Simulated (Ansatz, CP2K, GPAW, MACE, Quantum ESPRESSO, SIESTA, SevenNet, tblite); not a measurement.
## Random rock-salt alloy of CaS and PbS (64 atoms): runs against a plane-wave reference

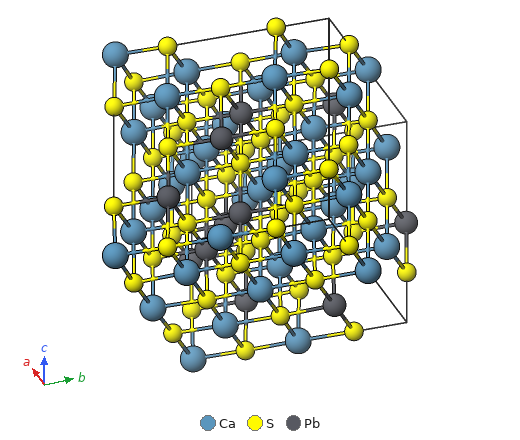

The cell (calcium blue, sulfur yellow, lead dark grey). Some periodic images of atoms are drawn too.

The cell holds 64 atoms: 24 Ca, 32 S and 8 Pb. Its edges and angles: a = 11.503 Å, b = 11.503 Å, c = 11.503 Å, α = 90.0°, β = 90.0°, γ = 90.0°. It derives from CaS (rock-salt), repeated 2×2×2. Rock-salt CaS, 2 x 2 x 2 conventional cells, 8 of 32 Ca sites given to Pb at random (x = 0.250), lattice by Vegard's rule (a = 5.752 Å); not relaxed, displaced by a Gaussian of 0.02 Å. Then every atom was moved at random, 0.02 Å r.m.s. a Cartesian component.

Geometry: as built.

The reference, a calculation:

| Property | Result |
| --- | --- |
| method | Kohn-Sham DFT, PBE, SSSP efficiency 1.3.0 pseudopotentials, plane waves (Quantum ESPRESSO 7.5); sssp-pbe-1.3.0-efficiency, cutoffs 45/360 Ry, Γ point |
| r.m.s. force component | 0.2982 eV/Å |
| longest force | 1.12 eV/Å |
| pressure | 2.061 GPa |
| gap (highest filled to lowest empty level) | 1.903 eV |
| time | 5.4 min on 4 MPI ranks of Arm Neoverse V2, shared host |
| CPU time | 22 min |

Runs, in no order:
A. SevenNet l3i5 potential: machine-learned interatomic potential SevenNet l3i5, trained on PBE(+U) plane-wave data
B. CP2K PBE, TZV2P-MOLOPT (SR for Ca, Pb), 600/50 Ry, diagonalisation: Kohn-Sham DFT, PBE, GTH-PBE pseudopotentials, Gaussian and plane waves, TZV2P-MOLOPT-GTH, diagonalisation
C. CP2K LDA, DZVP-MOLOPT-SR, 600/50 Ry, diagonalisation: Kohn-Sham DFT, LDA, GTH-PADE pseudopotentials, Gaussian and plane waves, DZVP-MOLOPT-SR-GTH, diagonalisation
D. SIESTA PBE, DZ, shift 0.01 Ry, mesh 300 Ry: Kohn-Sham DFT, PBE, PseudoDojo 0.4.1 norm-conserving pseudopotentials (converted to PSML), numerical atomic orbitals (DZ), diagonalisation
E. GPAW revPBE, LCAO dzp, h 0.2 Å: Kohn-Sham DFT, revPBE, PAW, atomic orbitals (dzp)

**Question.** Rank the runs by how far their forces lie from the reference's, least first.

B, E, A, C, D.

| run | Δ force, r.m.s. (meV/Å) | share of r.m.s. force (%) | CPU time |
| --- | --- | --- | --- |
| B. CP2K PBE, TZV2P-MOLOPT (SR for Ca, Pb), 600/50 Ry, diagonalisation | 13.3 | 4.47 | 6.9 min |
| E. GPAW revPBE, LCAO dzp, h 0.2 Å | 30.0 | 10.1 | 4.1 min |
| A. SevenNet l3i5 potential | 48.2 | 16.2 | 7.5 s |
| C. CP2K LDA, DZVP-MOLOPT-SR, 600/50 Ry, diagonalisation | 69.5 | 23.3 | 2.5 min |
| D. SIESTA PBE, DZ, shift 0.01 Ry, mesh 300 Ry | 158 | 53.1 | 55 s |

Machine-learned potentials mimic data converged in k, so the reference's own k-point error enters their differences. The electronic-structure runs sample only Γ, in a cell whose shortest periodic width is 12 Å.

[Hosts, paths, dates, database ids (printed as entryN), source tags and the programs' standing remarks are cut or masked in the printed files.]
